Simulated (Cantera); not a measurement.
Feed: 1 mol HBr, 3 mol O2, equilibrated at 0.100 bar.

Method: chemical equilibrium by Gibbs-energy minimisation in Cantera with the NASA 1993 tables (ideal gas, pure condensed phases). Candidate condensed phases: Br2, H2O; 12 gas species. Kinetics and transport are ignored.

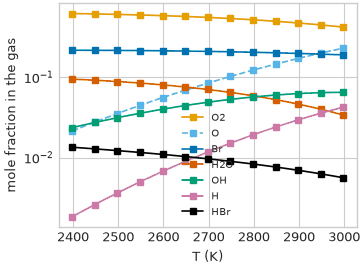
Fig. 1. Equilibrium gas composition (values under 1e-9 drawn at 1e-9)

From 2398 K to 2998 K nothing is condensed.
